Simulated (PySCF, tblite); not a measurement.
**C₄H₁₅NOSi₃: geometry, infrared bands and NMR shifts**

Aim: predict the infrared bands and NMR shifts of C₄H₁₅NOSi₃ (`CC(=O)C([SiH3])([SiH3])[Si@H](C)N`).

Programs: tblite 0.8.0 and PySCF 2.14.0, with density-fitted response routines of our own. Each step states its level of theory. These are calculated values for one molecule in the gas phase, unless marked as measured. Atoms are numbered from 0 throughout.

## 1. Starting geometry

24 atoms, charge 0, multiplicity 1; geometry from: force field or distance geometry start.

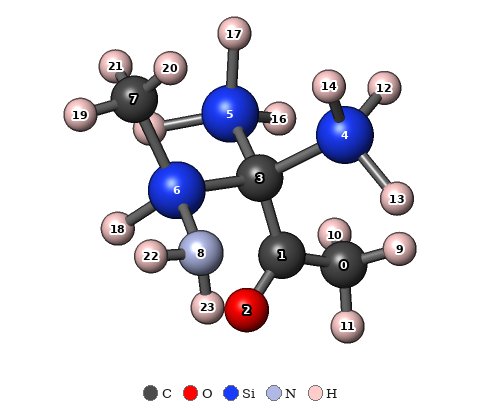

The starting geometry (carbon dark grey, oxygen red, silicon blue, nitrogen light blue, hydrogen pink), atoms numbered.

## 2. Geometry optimisation with GFN2-xTB

What the job is given:

```
{"job": {"kind": "relax", "xc": "GFN2-xTB", "basis": "xTB"}, "charge": 0, "multiplicity": 1}
C     -2.620800    -0.426500    -1.007200
C     -1.216400    -0.000700    -1.100100
O     -0.750100     0.479500    -2.132400
C     -0.303700    -0.153400     0.063700
Si    -1.030200     0.837200     1.452200
Si    -0.175200    -1.920000     0.659100
Si     1.376200     0.384900    -0.489600
C      2.712000     0.143900     0.782000
N      1.310500     2.055100    -1.105800
H     -3.181500     0.239100    -0.306500
H     -2.764300    -1.488300    -0.751600
H     -3.084900    -0.280400    -2.011200
H     -1.842900    -0.061400     2.294800
H     -1.959400     1.820400     0.840700
H     -0.053800     1.472300     2.314300
H      0.834300    -2.588600    -0.161900
H     -1.453900    -2.624100     0.704900
H      0.344900    -1.937700     2.043700
H      1.720200    -0.484900    -1.632200
H      3.686300     0.368500     0.269600
H      2.633200     0.822900     1.640100
H      2.756900    -0.935700     1.032700
H      2.306800     2.298700    -1.384700
H      0.744400     1.998800    -2.006800
```

The run is started by

```bash
> OMP_NUM_THREADS=1 python probes_run.py task.json out
```

One launch serves the whole session: the jobs run in the order shown.

What it wrote:

```text
step      E/eV     max force
  0    -771.86499    2.262
  1    -772.17290    1.151
  2    -772.24723    1.329
  3    -772.29771    0.648
  4    -772.35653    0.736
  5    -772.39402    0.606
  6    -772.41808    0.349
  7    -772.44008    0.347
  8    -772.46194    0.416
  9    -772.48186    0.395
 10    -772.49658    0.256
 11    -772.50610    0.220
 12    -772.51246    0.220
 13    -772.51749    0.172
 14    -772.52193    0.130
 15    -772.52664    0.198
 16    -772.53252    0.278
 17    -772.53929    0.248
 18    -772.54525    0.168
 19    -772.54959    0.139
 20    -772.55328    0.209
 21    -772.55780    0.231
 22    -772.56346    0.193
 23    -772.56890    0.155
 24    -772.57293    0.157
 25    -772.57601    0.181
 26    -772.57889    0.149
 27    -772.58163    0.124
 28    -772.58406    0.116
 29    -772.58625    0.131
 30    -772.58849    0.128
 31    -772.59106    0.128
 32    -772.59390    0.140
 33    -772.59661    0.164
 34    -772.59895    0.136
 35    -772.60102    0.102
 36    -772.60303    0.124
 37    -772.60512    0.140
 38    -772.60698    0.134
 39    -772.60851    0.078
 40    -772.60988    0.077
 41    -772.61137    0.098
 42    -772.61299    0.130
 43    -772.61452    0.103
 44    -772.61580    0.065
 45    -772.61698    0.080
 46    -772.61833    0.092
 47    -772.61984    0.097
 48    -772.62115    0.066
 49    -772.62206    0.055
 50    -772.62274    0.069
 51    -772.62341    0.076
 52    -772.62413    0.063
 53    -772.62487    0.050
 54    -772.62538    0.047
 55    -772.62583    0.058
 56    -772.62639    0.060
 57    -772.62721    0.061
 58    -772.62829    0.082
 59    -772.62942    0.079
 60    -772.63033    0.084
 61    -772.63109    0.075
 62    -772.63180    0.070
 63    -772.63257    0.079
 64    -772.63336    0.061
 65    -772.63413    0.065
 66    -772.63480    0.057
 67    -772.63545    0.052
 68    -772.63605    0.057
 69    -772.63659    0.047
 70    -772.63707    0.046
 71    -772.63760    0.061
 72    -772.63817    0.062
 73    -772.63875    0.060
 74    -772.63924    0.050
 75    -772.63966    0.043
 76    -772.64001    0.033
 77    -772.64027    0.028
 78    -772.64046    0.030
 79    -772.64065    0.040
 80    -772.64088    0.041
 81    -772.64114    0.032
 82    -772.64135    0.033
 83    -772.64150    0.027
 84    -772.64162    0.026
 85    -772.64178    0.031
 86    -772.64199    0.038
 87    -772.64221    0.035
 88    -772.64240    0.028
 89    -772.64256    0.031
 90    -772.64275    0.032
 91    -772.64296    0.044
 92    -772.64317    0.038
 93    -772.64331    0.017
 94    -772.64340    0.019
 95    -772.64348    0.023
 96    -772.64357    0.025
 97    -772.64365    0.029
 98    -772.64374    0.022
 99    -772.64384    0.019
100    -772.64392    0.024
101    -772.64397    0.017
102    -772.64401    0.014
103    -772.64404    0.013
104    -772.64408    0.017
105    -772.64412    0.020
106    -772.64417    0.013
107    -772.64420    0.013
108    -772.64423    0.010
109    -772.64426    0.015
110    -772.64429    0.014
111    -772.64432    0.009
```

Wall time 4.6 s (1 thread of Intel Xeon at 2.50GHz, shared host); peak memory 0.18 GiB.

Along the way: (not every step is listed)

```tsv
step	energy from step 0 (eV)	largest force (eV/Å)
0	0.0000	2.2619
1	-0.3079	1.1515
2	-0.3822	1.3288
3	-0.4327	0.6476
4	-0.4915	0.7362
5	-0.5290	0.6057
6	-0.5531	0.3486
7	-0.5751	0.3469
8	-0.5969	0.4158
17	-0.6743	0.2479
26	-0.7139	0.1493
35	-0.7360	0.1015
44	-0.7508	0.0655
53	-0.7599	0.0502
62	-0.7668	0.0700
71	-0.7726	0.0608
80	-0.7759	0.0406
89	-0.7776	0.0310
98	-0.7787	0.0216
106	-0.7792	0.0135
107	-0.7792	0.0125
108	-0.7792	0.0105
109	-0.7793	0.0152
110	-0.7793	0.0139
111	-0.7793	0.0093
```

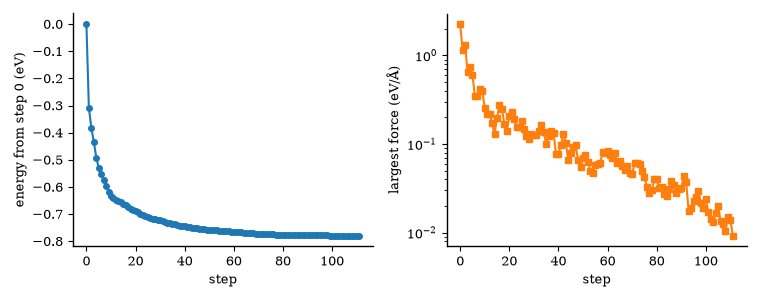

Energy and force, step by step.

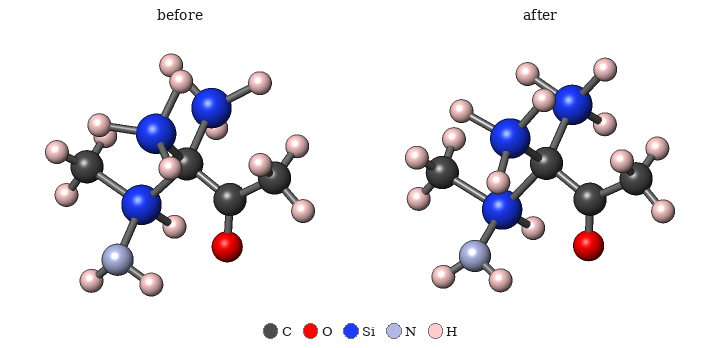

The geometry before (left) and after (right).

Distances of close pairs at the start and the end, largest changes first:

```tsv
bond	before (Å)	after (Å)	change (Å)
C3–Si6	1.849	1.930	+0.081
N8–H23	1.066	1.008	-0.058
Si6–N8	1.781	1.726	-0.056
N8–H22	1.063	1.007	-0.056
C3–Si4	1.854	1.909	+0.055
C7–H19	1.124	1.084	-0.039
Si6–C7	1.860	1.897	+0.037
C0–C1	1.470	1.507	+0.037
```

The end geometry stands in the next job.

## 3. Vibrational analysis with GFN2-xTB

What the job is given:

```
{"job": {"kind": "ir", "xc": "GFN2-xTB", "basis": "xTB"}, "charge": 0, "multiplicity": 1}
C     -2.608899    -0.558735    -1.087059
C     -1.160994    -0.143979    -1.146552
O     -0.682087     0.271234    -2.189662
C     -0.313955    -0.237730     0.052660
Si    -0.960196     0.934434     1.413503
Si    -0.243160    -2.027434     0.700440
Si     1.397752     0.335971    -0.630201
C      2.731768     0.267627     0.717051
N      1.263375     2.016864    -0.997095
H     -3.128036    -0.003369    -0.309834
H     -2.679649    -1.619351    -0.855800
H     -3.082173    -0.369550    -2.048568
H     -2.213115     0.401682     1.975062
H     -1.241837     2.262658     0.867883
H      0.022618     1.015418     2.492479
H      0.113679    -2.939863    -0.389907
H     -1.545635    -2.442655     1.238142
H      0.745140    -2.125679     1.773382
H      1.810365    -0.592919    -1.696821
H      3.689398     0.564146     0.304150
H      2.510154     0.934847     1.542307
H      2.849567    -0.732616     1.117000
H      2.115187     2.539435    -1.123386
H      0.598997     2.269329    -1.711617
```

What it wrote:

```text
mode    cm-1     km/mol
  1     -60.1      1.48
  2      49.8      0.09
  3      92.1      0.49
  4     110.8      0.35
  5     113.5      0.15
  6     118.4      3.74
  7     136.2      3.80
  8     148.7      0.35
  9     171.5      0.62
 10     178.3     10.23
 11     195.5      0.46
 12     210.1      0.87
 13     226.4      0.91
 14     261.1      4.97
 15     274.8     23.63
 16     366.5     11.05
 17     418.2      6.79
 18     508.5     57.16
 19     512.7     19.61
 20     526.6      5.09
 21     536.6     55.74
 22     562.9      8.55
 23     583.3      8.44
 24     598.7    111.80
 25     647.3    112.89
 26     707.8     38.63
 27     733.3      8.31
 28     765.4    251.18
 29     778.8    131.11
 30     785.3    440.46
 31     794.2     10.53
 32     801.1     11.97
 33     806.2    284.71
 34     818.3    332.81
 35     827.4    254.73
 36     839.4     41.50
 37     856.8     94.63
 38     881.9    280.91
 39     907.8    238.35
 40     971.7    125.54
 41    1004.5     78.40
 42    1010.0     42.86
 43    1234.4    322.35
 44    1368.4     34.58
 45    1380.2     18.15
 46    1452.3     14.03
 47    1464.8      6.47
 48    1499.9      0.96
 49    1505.8     45.00
 50    1513.1     30.42
 51    1675.0    366.73
 52    2173.1    239.50
 53    2178.9    190.91
 54    2214.2    554.53
 55    2247.3    335.59
 56    2265.7    122.39
 57    2272.0    134.00
 58    2280.4    543.69
 59    3024.5      9.95
 60    3032.1      4.83
 61    3036.9     17.09
 62    3055.4     45.00
 63    3058.1     42.05
 64    3063.8     21.83
 65    3467.2      4.02
 66    3505.0      2.27
```

Run time: 5.2 s. Hardware: 1 thread of Intel Xeon at 2.50GHz, shared host; peak memory 0.18 GiB.

Which atoms move in the most intense modes:

```tsv
cm⁻¹	km/mol	atoms
785	440.5	H15 23 %, H16 20 %, H12 18 %, H13 16 %
806	284.7	H13 23 %, H12 21 %, H15 19 %, H16 15 %
818	332.8	H16 22 %, H17 18 %, H12 10 %
1234	322.4	C1 60 %, C3 22 %
1675	366.7	C1 61 %, O2 37 %
2214	554.5	H16 87 %
2247	335.6	H15 89 %
2280	543.7	H17 51 %, H14 45 %
```

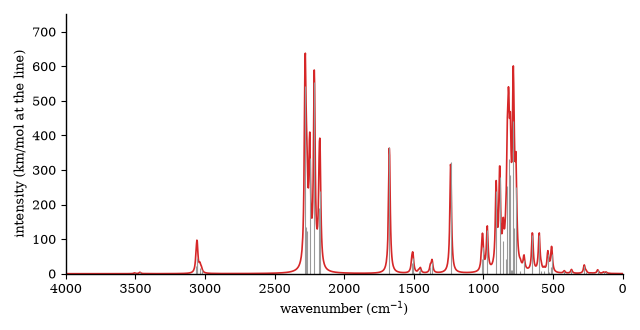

The infrared spectrum from these modes, unscaled. Lines are broadened to a width of 14 cm⁻¹ (Lorentzian).

## 4. NMR shieldings: PBE0/pcSseg-1

The job, as its differences from that of step 3:

```diff
@@ -1,2 +1,2 @@
-{"job": {"kind": "ir", "xc": "GFN2-xTB", "basis": "xTB"}, "charge": 0, "multiplicity": 1}
+{"job": {"kind": "nmr", "xc": "PBE0", "basis": "pcSseg-1"}, "charge": 0, "multiplicity": 1}
 C     -2.608899    -0.558735    -1.087059
```

Method: GIAO PBE0/pcSseg-1 NMR shielding, non-relativistic, gas phase.

What it wrote:

```text
coarse grid: 20664 points
cycle   1  E = -1158.9423101779  dE =  8.101e-01  |g| = 9.148e-01  |ddm| = 4.401e+00
cycle   2  E = -1158.5380146220  dE =  4.043e-01  |g| = 1.687e+00  |ddm| = 2.884e+00
cycle   3  E = -1159.0992576894  dE = -5.612e-01  |g| = 2.871e-01  |ddm| = 2.346e+00
cycle   4  E = -1159.1161984565  dE = -1.694e-02  |g| = 6.977e-02  |ddm| = 3.134e-01
cycle   5  E = -1159.1171843345  dE = -9.859e-04  |g| = 2.278e-02  |ddm| = 9.007e-02
cycle   6  E = -1159.1173036075  dE = -1.193e-04  |g| = 5.528e-03  |ddm| = 2.821e-02
cycle   7  E = -1159.1173102193  dE = -6.612e-06  |g| = 1.151e-03  |ddm| = 5.418e-03
final grid: 183392 points
cycle   8  E = -1159.1756892789  dE = -2.216e-05  |g| = 1.359e-02  |ddm| = 3.602e-02
cycle   9  E = -1159.1755990365  dE =  9.024e-05  |g| = 2.555e-02  |ddm| = 3.331e-02
cycle  10  E = -1159.1757248103  dE = -1.258e-04  |g| = 2.963e-03  |ddm| = 2.392e-02
cycle  11  E = -1159.1757266064  dE = -1.796e-06  |g| = 2.951e-04  |ddm| = 2.799e-03
cycle  12  E = -1159.1757266199  dE = -1.348e-08  |g| = 1.416e-04  |ddm| = 4.097e-04
cycle  13  E = -1159.1757266242  dE = -4.305e-09  |g| = 2.757e-05  |ddm| = 1.507e-04
cycle  14  E = -1159.1757266243  dE = -1.626e-10  |g| = 6.812e-06  |ddm| = 3.617e-05
converged SCF energy = -1159.1757266243

GIAO shielding tensors (ppm)
atom      isotropic    diamagn.    paramagn.     s11        s22        s33       span
  0 C      155.609     254.159     -98.549    137.826    139.515    189.487     51.660
  1 C      -31.906     253.198    -285.103   -112.820    -87.299    104.401    217.221
  2 O     -318.093     404.992    -723.085   -814.731   -393.501    253.954   1068.685
  3 C      158.578     269.843    -111.264    124.323    147.544    203.868     79.545
  4 Si     415.328     882.866    -467.538    374.994    403.405    467.585     92.591
  5 Si     417.873     882.854    -464.981    378.671    403.623    471.324     92.652
  6 Si     373.290     881.548    -508.258    345.479    361.496    412.894     67.415
  7 C      189.328     256.135     -66.807    181.820    191.483    194.680     12.860
  8 N      244.968     317.944     -72.975    216.643    246.318    271.944     55.301
  9 H       29.305      31.390      -2.085     24.866     30.580     32.468      7.602
 10 H       29.320      30.855      -1.535     24.836     30.393     32.731      7.895
 11 H       29.542      29.375       0.167     25.626     27.614     35.385      9.759
 12 H       27.554      31.476      -3.922     24.191     26.141     32.329      8.138
 13 H       27.339      31.023      -3.684     23.269     26.415     32.333      9.064
 14 H       27.599      31.672      -4.073     23.673     26.861     32.264      8.591
 15 H       27.687      30.874      -3.187     24.137     25.639     33.284      9.147
 16 H       27.507      31.244      -3.737     24.182     26.030     32.309      8.126
 17 H       27.717      31.517      -3.799     23.647     27.118     32.386      8.739
 18 H       26.409      31.575      -5.166     23.542     24.489     31.196      7.655
 19 H       31.722      29.797       1.925     27.141     28.795     39.231     12.090
 20 H       31.578      33.231      -1.654     27.186     30.213     37.333     10.147
 21 H       31.911      32.872      -0.960     26.550     30.693     38.492     11.942
 22 H       31.422      30.623       0.799     23.917     27.783     42.565     18.648
 23 H       30.907      33.282      -2.375     22.509     28.804     41.407     18.898
```

Run time: 2.5 min. Hardware: 1 thread of Intel Xeon at 2.50GHz, shared host; peak memory 1.2 GiB.

The references, computed at this level on geometries of the same kind, shield at (ppm): 1H TMS 31.72, 13C TMS 186.9, 29Si TMS 349.2, 15N NH3 267.7, 17O H2O 336.1. Their shielding less the atom's gives the shift. The references are single molecules in the gas phase, so shifts against H2O, NH3, PH3, H3PO4 or CFCl3 are not on the usual liquid scales and can be off by tens of ppm. Atoms listed in one row are averaged.

```tsv
atoms	environment	σ (ppm)	δ (ppm)	δ scaled to CDCl3
C1	ketone carbonyl carbon	-31.9	218.8	211.7
C0	methyl carbon α to a carbonyl	155.6	31.3	28.6
C3	fully substituted sp3 carbon bonded to 3 Si, α to a carbonyl	158.6	28.3	25.8
C7	methyl carbon bonded to Si	189.3	-2.4	-4.3
H18	hydrogen on a silicon bonded to 2 C, N	26.41	5.31	–
H12, H13, H14	hydrogen on a silicon bonded to C	27.50	4.22	–
H15, H16, H17	hydrogen on a silicon bonded to C	27.64	4.08	–
H9, H10, H11	hydrogen on a methyl carbon α to a carbonyl	29.39	2.33	2.30
H22, H23	hydrogen on a nitrogen bonded to Si	31.16	0.55	–
H19, H20, H21	hydrogen on a methyl carbon bonded to Si	31.74	-0.02	0.09
O2	ketone oxygen	-318.1	654.2	–
Si6	silicon bonded to 2 C, N, H	373.3	-24.1	–
Si4	silicon bonded to C, 3 H	415.3	-66.2	–
Si5	silicon bonded to C, 3 H	417.9	-68.7	–
N8	nitrogen bonded to Si, 2 H	245.0	22.8	–
```

The scaled column applies a straight-line fit of computed shieldings to shifts measured in CDCl3 (root-mean-square error 0.16 ppm for H, 1.9 ppm for C).

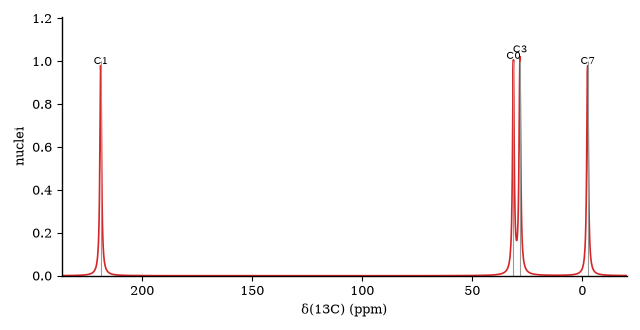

13C lines at the computed shifts, without couplings. Lines are broadened to a width of 0.88 ppm (Lorentzian).

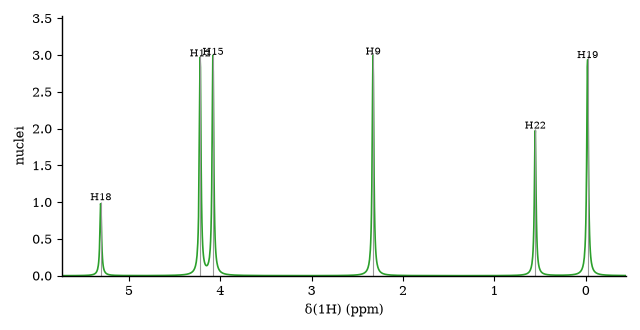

1H lines at the computed shifts, without couplings. Lines are broadened to a width of 0.02 ppm (Lorentzian).

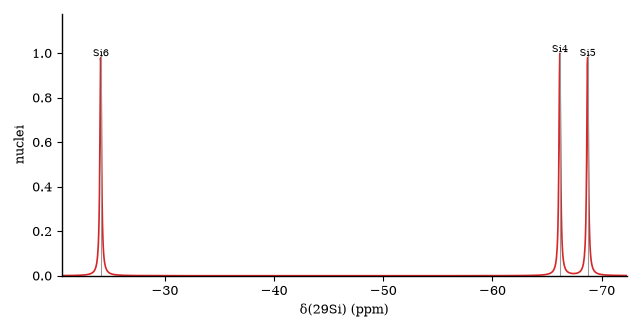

29Si lines at the computed shifts, without couplings. Lines are broadened to a width of 0.18 ppm (Lorentzian).

The run also stored atomic charges by several schemes (e):

```tsv
atoms	Mulliken	IAO	Hirshfeld	ESP fit
C0	-0.24	-0.46	-0.12	-0.60
C1	0.27	0.39	0.16	0.76
O2	-0.40	-0.44	-0.21	-0.55
C3	-1.19	-0.81	-0.24	-0.45
Si4	0.49	0.60	0.30	0.33
Si5	0.48	0.59	0.31	0.28
Si6	0.98	1.04	0.37	0.86
C7	-0.65	-0.73	-0.22	-0.73
N8	-0.64	-0.84	-0.31	-1.06
```

Mulliken charges:

C0 -0.24; C1 0.27; O2 -0.40; C3 -1.19; Si4 0.49; Si5 0.48; Si6 0.98; C7 -0.65; N8 -0.64; H9 0.15; H10 0.16; H11 0.14; H12 -0.07; H13 -0.03; H14 -0.06; H15 -0.04; H16 -0.06; H17 -0.05; H18 -0.05; H19 0.13; H20 0.14; H21 0.14; H22 0.18; H23 0.20

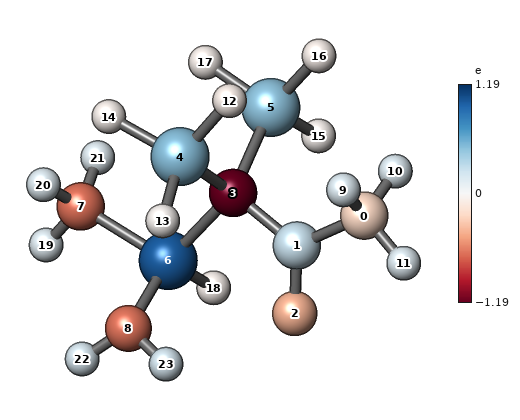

Mulliken charges, as colours on the atoms.

Mayer bond orders: C0–C1 1.01, C1–O2 1.91, C1–C3 0.96, C3–Si4 0.82, C3–Si5 0.84, C3–Si6 0.73, Si6–C7 0.94, Si6–N8 1.02.

## 5. What came out

| quantity | value |
| --- | --- |
| strongest single infrared mode (GFN2-xTB) | 2214 cm⁻¹, 555 km/mol |
| zero-point energy (GFN2-xTB) | 108.4 kcal/mol |
| 13C shifts against TMS (PBE0/pcSseg-1) | 218.8, 31.3, 28.3, -2.4 ppm |
| 1H shifts against TMS (PBE0/pcSseg-1, means over atoms taken as alike) | 5.31, 4.22, 4.08, 2.33, 0.55, -0.02 ppm |
| 17O shifts against H2O (PBE0/pcSseg-1) | 654.2 ppm |
| 29Si shifts against TMS (PBE0/pcSseg-1) | -24.1, -66.2, -68.7 ppm |
| 15N shifts against NH3 (PBE0/pcSseg-1) | 22.8 ppm |

Over 111 steps the energy fell by 0.779 eV; of the close pairs, C3–Si6 changed most, 1.849 to 1.930 Å. The lowest mode is imaginary (60i cm⁻¹), so the xTB geometry is not a minimum. The strongest single mode, at 2214 cm⁻¹, moves mainly H16. Unscaled tight-binding wavenumbers are off by several per cent, some by more. Its intensities can rank the bands wrongly. At PBE0/pcSseg-1: The largest span, 1069 ppm, is at O2, where the paramagnetic term is -723 ppm.
